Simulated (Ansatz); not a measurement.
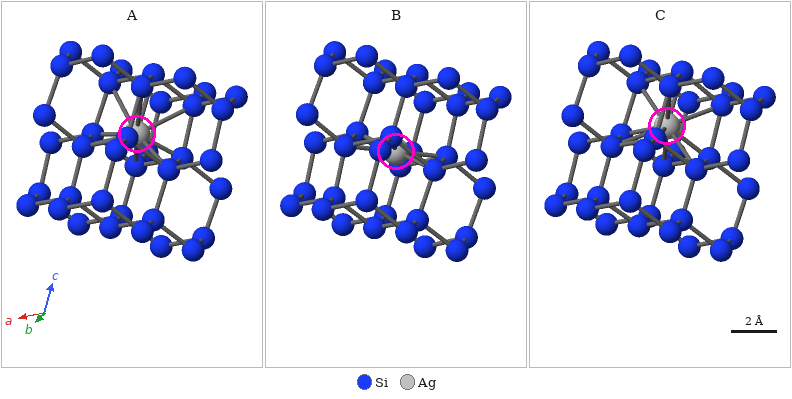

3 geometries from a converged minimum-energy path of a defect cell of composition Si₃₂Ag (cell charge +1) (33 atoms in the cell), shuffled. The picture is a ball-and-stick view of the atoms within 5.4 Å of the middle of the path, seen from a free direction. The moving atom is ringed, with any periodic copies. Bonds to atoms that aren't drawn are left out.

Computed with DFT PBE, scalar-relativistic, plane waves, PAW (Ansatz). Set-up: plane-wave cutoff 420 eV; k-point mesh 2 × 2 × 2; Gaussian smearing 0.02 eV; 5 movable images; climbing image.

Q: Which of them lies highest in energy?

A: B. In order along the path, whose images run from 0 to 6: B (image 3, +0.42 eV), A (image 5, +0.12 eV), C (image 6, 0.00 eV). The Ag atom travels furthest, 2.37 Å from end to end, along +c, on a straight line. At the highest image its nearest neighbour (Si) is 2.45 Å away, against 2.51 Å at the start, and the surrounding atoms stand up to 0.10 Å off the mean of their end positions.

Limits of the set-up: the cell is charged, on a uniform background, and energies carry no finite-size correction.
